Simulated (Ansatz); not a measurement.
```xyz
9

B    -0.2308    0.4505   -0.2885
F     0.0865   -0.6008    0.4641
H     0.6434    1.2764   -0.4369
C    -1.6451    0.5664   -0.9378
H    -2.3465   -0.2228   -0.6274
H    -2.0873    1.5562   -0.7267
H    -1.5333    0.5261   -2.0383
H     0.9729   -3.3615    2.0243
H     0.7769   -2.7163    1.6707
```

Level of theory: RKS B3LYP/def2-SVP (Ansatz 0.2.0).

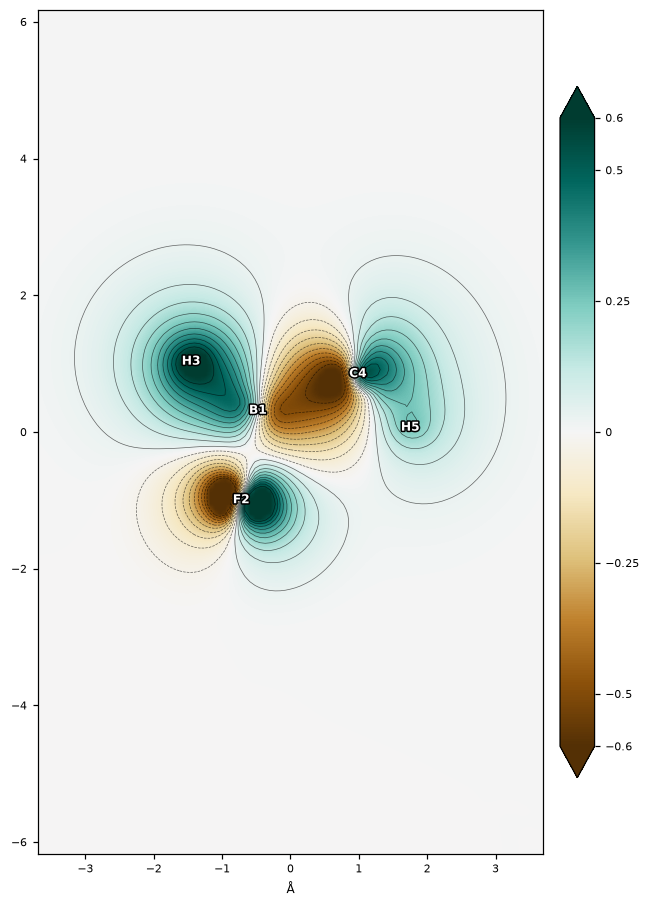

CH4BF···H2. The HOMO on the plane of atoms F2, B1 and C4 (values in Å⁻³ᐟ²; the overall sign is arbitrary).

Question: Describe this orbital and give its energy.

Answer: By Hirshfeld shares it lies mainly on B1 (about 25 %), C4 (about 25 %), H3 (about 20 %) and F2 (about 20 %). Its energy is −8.71 eV.
